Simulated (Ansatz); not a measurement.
# H₄O₃Sn: what the fields show

Input file:

```
crystal:
  periodic: [false, false, false]
  atoms:
    - { symbol: Sn, position_ang: [0.0, 0.0, 0.0] }
    - { symbol: H, position_ang: [0.0, 0.0, 1.74] }
    - { symbol: O, position_ang: [1.8483, 0.0, -0.6527] }
    - { symbol: H, position_ang: [2.1646, -0.9521, -0.7693] }
    - { symbol: O, position_ang: [-0.9232, 1.5994, -0.6527] }
    - { symbol: H, position_ang: [-1.881, 1.3686, -0.8751] }
    - { symbol: O, position_ang: [-0.9232, -1.5994, -0.6527] }
    - { symbol: H, position_ang: [-1.3778, -2.065, 0.1197] }
basis:
  gaussian: { orbitals: def2-SVP }
hamiltonian:
  xc: b3lyp
relax:
  f_tol: 0.02
  max_steps: 40
output:
  orbitals: {}
```

Command:

```sh
ansatz run input.yaml --threads 2 --pin off --max-ram 3072MiB --backend cpu --events-out ev --progress --plain --runs-dir out
```

The fields are those of the run's last geometry, not of the input's.

Core potentials replace the inner electrons of Sn.

Theory: Ansatz, RKS B3LYP/def2-SVP.

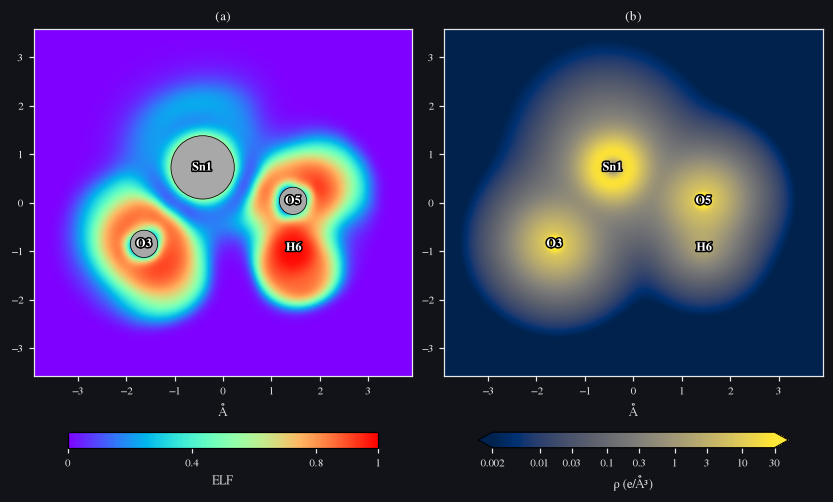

Figure 1. (a) ELF; (b) electron density on the plane of atoms O3, Sn1 and O5. Grey discs cover the atomic cores in the ELF map.

What does the map show?

Answer.
- The plane passes through Sn, O and H nuclei.
- Sn–O (1.99 Å): ρ at the midpoint is about 0.72 e/Å³; the ELF peaks at about 0.85 in the valence shell of O, 0.6 Å from its nucleus, and drops to about 0.15 between the two atoms.
- O–H (0.97 Å): ρ at the midpoint is about 3.6 e/Å³; the ELF climbs to about 1 towards the hydrogen, as it does in any bond to H; an ordinary covalent bond to hydrogen.
- The ELF also peaks beside O3 and O5, away from the bonds: lone-pair regions.

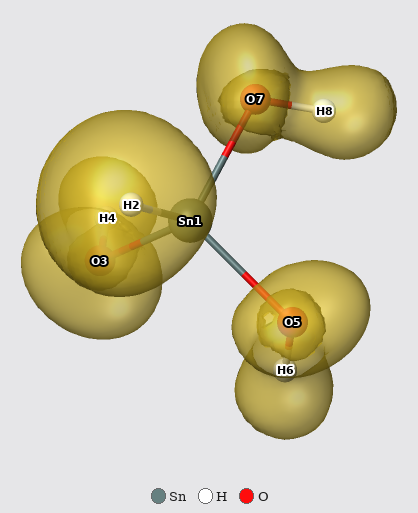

Figure 2. Isosurface of the electron localisation function at 0.75 (yellow), seen at a tilt. Core shells and regions of very low density are left out.

Describe the localisation domains.

Answer. The ELF exceeds this value in one region around a hydrogen nucleus and three joined regions spread over several atoms (H, O), in which their bonds and any lone pairs are merged.

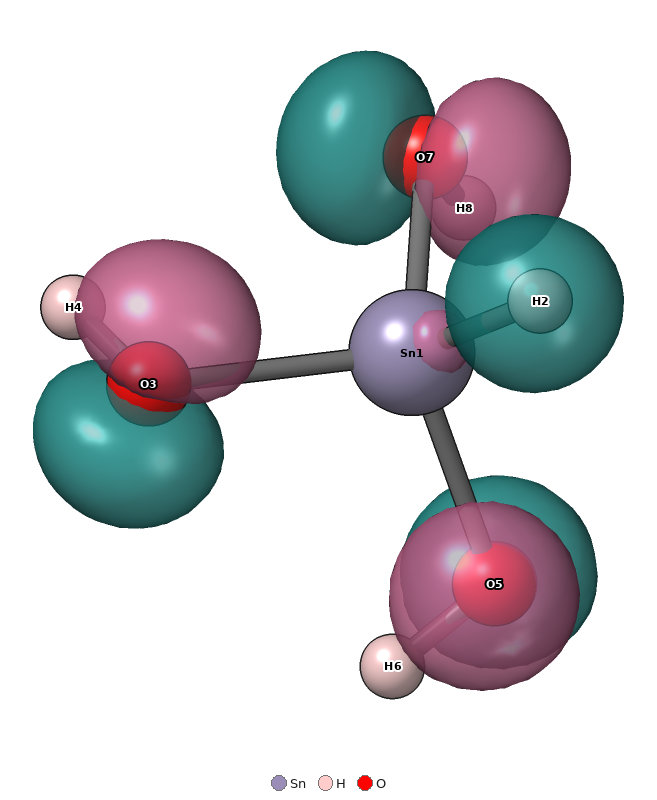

Figure 3. One frontier orbital at ±0.15 Å⁻³ᐟ² (teal and pink are the two phases), seen at a tilt.

Which orbital is it: HOMO or LUMO?

Answer. The HOMO, at −8.10 eV. Its weight (Hirshfeld) is mainly on O3 (about 25 %), O5 (about 25 %), O7 (about 25 %), Sn1 (about 10 %) and H2 (about 10 %); largely a combination of lone pairs on O3, O5 and O7.

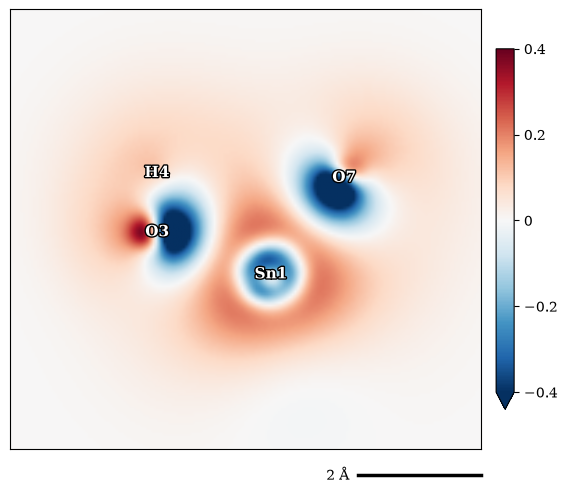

Figure 4. One frontier orbital on the plane of atoms Sn1, O3 and H4 (values in Å⁻³ᐟ²; the overall sign is arbitrary).

Which orbital is it: HOMO or LUMO?

Answer. The LUMO, at −1.17 eV. By Hirshfeld shares it lies mainly on Sn1 (about 40 %), H2 (about 15 %), O3 (about 10 %), O5 (about 10 %) and O7 (about 10 %).
